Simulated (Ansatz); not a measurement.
# SnS2 under a change: S interstitial (started 2.32 Å from the nearest host atom), symmetric start

The reference is a 12-atom supercell of SnS₂ in the CdI2 type structure (space group P-3m1, No. 164; a = 3.669 Å, c = 5.806 Å; layered, stacked along the Cartesian z axis) at its relaxed geometry.

The change: a neutral S interstitial (started 2.32 Å from the nearest host atom), symmetric start, atoms relaxed at fixed cell.

Computed with plane-wave PAW DFT at the PBE-D3(BJ) level (Ansatz, a program for electronic structure, 420 eV), spin-orbit coupling left out. Settings: 6×6×6 k-points, 0.01 eV Fermi–Dirac smearing.

```json
{
 "pressure": "4.1 GPa (base 0.0 GPa)",
 "largest_displacement_of_a_host_atom_from_its_site_in_the_perfect_cell": "0.16 Å",
 "final_site_of_the_added_atom": "6 S at 2.40–2.66 Å and 2 Sn at 2.88–2.92 Å"
}
```

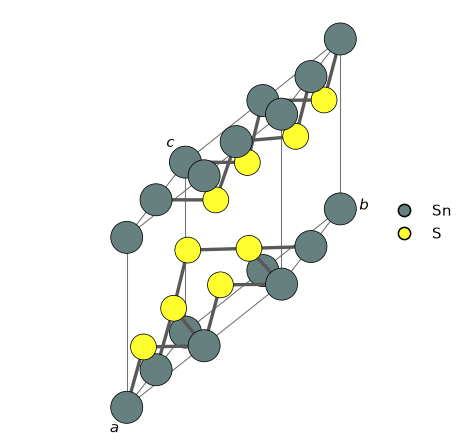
Fig. 1. The relaxed cell after the change

The magnetic state is the one reached from the starting moments; the real material's order can differ, and small cells can't hold many antiferromagnetic ones. The cell is small, so the values are those of an ordered compound at a high defect concentration; dilute-limit values will differ. The mesh was chosen for an insulator and is coarse for the gapless case. The defect started on the symmetric site and kept its symmetry, so it may sit on a saddle. Starting moments died away, wholly or in part, for S interstitial (started 2.32 Å from the nearest host atom); another magnetic solution may exist. The defect cell is spin-polarised and ends with 0.0 μB.
